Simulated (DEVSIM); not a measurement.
Device: Si p+/n-/n+ power diode, at 350 K.

```
layer (left to right)  material  thickness (μm)  Nd (cm⁻³)  Na (cm⁻³)  τn (s)  τp (s)
---------------------  --------  --------------  ---------  ---------  ------  ------
1                            Si            3.40          -     6.8e18    2e-5    2e-5
2                            Si            77.0     1.1e14          -    2e-5    2e-5
3                            Si            1.10       2e18          -    2e-5    2e-5
```

Left contact: ohmic. Right contact: ohmic. Voltage is applied to the left contact. Recombination: SRH at mid-gap. Mobility is constant in doping.

This is a model device: material constants are rounded textbook-type values typed into the input, and sizes, dopings and lifetimes were drawn at random. Values at 300 K; Nc and Nv go as T^1.5, mobilities as T to minus their exponent, the gap by Varshni's rule with the affinity fixed.

```csv
parameter,Si
gap (eV),1.124
affinity (eV),4.05
permittivity,11.7
Nc (cm⁻³),2.86e19
Nv (cm⁻³),3.1e19
μn (cm²/Vs),1417
μp (cm²/Vs),470
T exponent of μn,2.3
T exponent of μp,2.2
Varshni α (eV/K),0.000473
Varshni β (K),636
```

Simulated with DEVSIM: 1D drift-diffusion, Boltzmann statistics, complete ionisation; no tunnelling, impact ionisation, image-force lowering or self-heating.

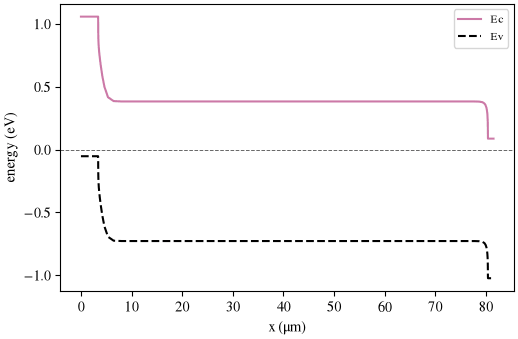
Fig. 1. Band edges at zero bias

Energies count from the Fermi level of the right contact; mesh points crowd at the junctions.

```tsv
x (μm)	Ec (eV)	Ev (eV)	n (cm⁻³)	p (cm⁻³)	field (V/cm)
0.000	1.058	-0.053	21000	6.8e18	≈ 0
0.06391	1.058	-0.053	21000	6.8e18	≈ 0
0.2955	1.058	-0.053	21000	6.8e18	≈ 0
1.135	1.058	-0.053	21000	6.8e18	≈ 0
2.967	1.058	-0.053	21000	6.8e18	≈ 0
3.298	1.058	-0.053	21000	6.8e18	≈ 0
3.389	1.058	-0.053	21000	6.8e18	-660
3.468	0.850	-0.261	2.1e7	6.9e15	-8900
3.716	0.731	-0.380	1.1e9	1.3e14	-3500
4.632	0.500	-0.611	2.3e12	6.3e10	-1700
8.011	0.383	-0.728	1.1e14	1.3e9	≈ 0
30.16	0.383	-0.728	1.1e14	1.3e9	≈ 0
65.35	0.383	-0.728	1.1e14	1.3e9	≈ 0
76.34	0.383	-0.728	1.1e14	1.3e9	≈ 0
79.72	0.367	-0.744	1.9e14	7.5e8	-430
80.23	0.305	-0.805	1.4e15	9.9e7	-3100
80.37	0.211	-0.899	3.3e16	4400000	-17000
80.42	0.087	-1.023	2.0e18	72000	-510
80.59	0.087	-1.024	2.0e18	71000	≈ 0
81.07	0.087	-1.024	2.0e18	71000	≈ 0
81.39	0.087	-1.024	2.0e18	71000	≈ 0
81.50	0.087	-1.024	2.0e18	71000	≈ 0
```
